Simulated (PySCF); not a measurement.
C$_{8}$H$_{8}$, SMILES `C=C1C=CC=CC=C1`.

Computed with PySCF, LDA (SVWN)/6-31+G*, geometry: GFN2-xTB. No frequency check shows the geometry to be a minimum. The basis has diffuse s and p functions alone, which still leaves polarisabilities too small, most of all across bonds.

The calculation's input:

```python
import numpy as np
from pyscf import gto, scf, dft
from pyscf.scf import atom_ks, atom_hf
from scipy.linalg import block_diag

def solve(mol, dm0=None, hcore=None):
    mf = (dft.UKS if mol.spin else dft.RKS)(mol, xc='svwn')
    mf.grids.level = 3
    mf = mf.density_fit(auxbasis='def2-universal-jkfit')
    mf.conv_tol, mf.max_cycle = 1e-8, 80
    if hcore is not None:
        mf.get_hcore = lambda *args: hcore
    mf.kernel(dm0)
    if not mf.converged:
        mf = mf.newton().run(mf.mo_coeff, mf.mo_occ, max_cycle=30)
    assert mf.converged, 'SCF not converged'
    return mf

mol = gto.M(atom='''
C      2.61464    -0.00017     0.00000
C      1.26888     0.00030     0.00000
C      0.57175    -1.27522     0.00000
C     -0.74140    -1.56065     0.00000
C     -1.87040    -0.67341     0.00000
C     -1.87041     0.67335     0.00000
C     -0.74142     1.56061     0.00000
C      0.57173     1.27520     0.00000
H      3.18226    -0.91410     0.00000
H      3.18225     0.91411     0.00000
H      1.24823    -2.12282     0.00000
H     -1.00758    -2.61138     0.00000
H     -2.83296    -1.17025     0.00000
H     -2.83298     1.17018     0.00000
H     -1.00761     2.61134     0.00000
H      1.24820     2.12281     0.00000
''', basis='6-31+g*', charge=0, spin=0, verbose=4)
field = np.array([-0.0, -0.0, -0.008])  # atomic units
mol.set_common_orig(mol.atom_charges() @ mol.atom_coords() / mol.atom_charges().sum())
mf = solve(mol)
out = dict(dm0=mf.make_rdm1(), d0=mf.dip_moment(unit='AU'), e0=mf.e_tot)
for name, sign in (('p', 1), ('m', -1)):
    h = mf.get_hcore() + sign * np.einsum('x,xij->ij', field, mol.intor('int1e_r'))
    mi = solve(mol, mf.make_rdm1(), h)
    out.update({'dm' + name: mi.make_rdm1(), 'd' + name: mi.dip_moment(unit='AU'), 'e' + name: mi.e_tot})
# spherically averaged free atoms, for the promolecule
atm = atom_ks.get_atm_nrks(mol, xc='svwn')
pro = block_diag(*[(atm[a[0]][2] * atm[a[0]][3]) @ atm[a[0]][2].T for a in mol._atom])
np.savez('result.npz', pro=pro, **out)
```

Command:

```sh
OMP_NUM_THREADS=1 python input.py
```

The run took 81 s on 1 thread of Arm Neoverse V1 (shared host), peak memory 0.33 GiB.

Partitions, critical points and surface values were worked out afterwards from this run's density.

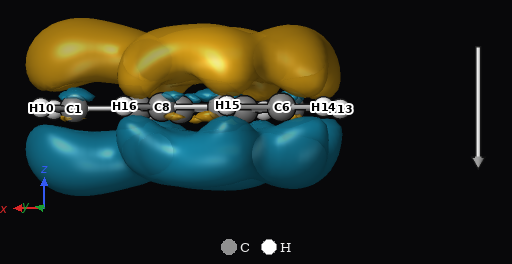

Change of the electron density in a uniform field of 0.41 V/Å along −z (arrow), surfaces at ±0.0015 e/Å³ (yellow: gain, teal: loss).

> How large is the response?

The induced dipole is 1.10 D (along the field); α along this axis, from the fields in both directions, is 54 bohr³ (8.0 Å³).

> Which atoms gain and lose the most charge?

Hardly any: no atom's Hirshfeld charge changes by as much as 0.002 e. The density shifts from one side of each atom to the other; 0.098 electrons are displaced in all.
